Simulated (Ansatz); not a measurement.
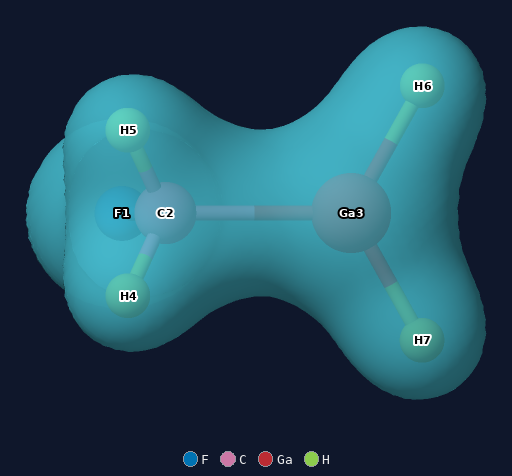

Figure. CH4FGa (SMILES F[CH2][GaH2]). Isosurface of the electron density at 0.2 e/Å³ (cyan), seen across its widest extent.

Geometry: PBE0-D4/def2-TZVP.

All numbers below come from Ansatz, RKS PBE0-D4/def2-TZVPP.

```yaml
atoms:
  - { symbol: F, position_ang: [-1.0085, 0.2836, -1.4392] }
  - { symbol: C, position_ang: [-0.6572, -0.5229, -0.3415] }
  - { symbol: Ga, position_ang: [0.8158, 0.5076, 0.5431] }
  - { symbol: H, position_ang: [-0.3561, -1.4981, -0.7317] }
  - { symbol: H, position_ang: [-1.5517, -0.6514, 0.2729] }
  - { symbol: H, position_ang: [0.4613, 1.5831, 1.6295] }
  - { symbol: H, position_ang: [2.2964, 0.2981, 0.0669] }
```

Q: How is the density connected at this value?

A: At this value the surface is in one piece. It bridges the sampled C–F (1.41 Å), C–Ga (2.00 Å), C–H (1.09 Å) and Ga–H (1.57 Å) contacts, where the density stays above the isovalue. On the grid the lowest density along these lines, outside the cores, is 1.5 e/Å³ (C–F, 1.41 Å), 0.75 e/Å³ (C–Ga, 2.00 Å), 1.9 e/Å³ (C–H, 1.09 Å) and 0.78 e/Å³ (Ga–H, 1.57 Å).
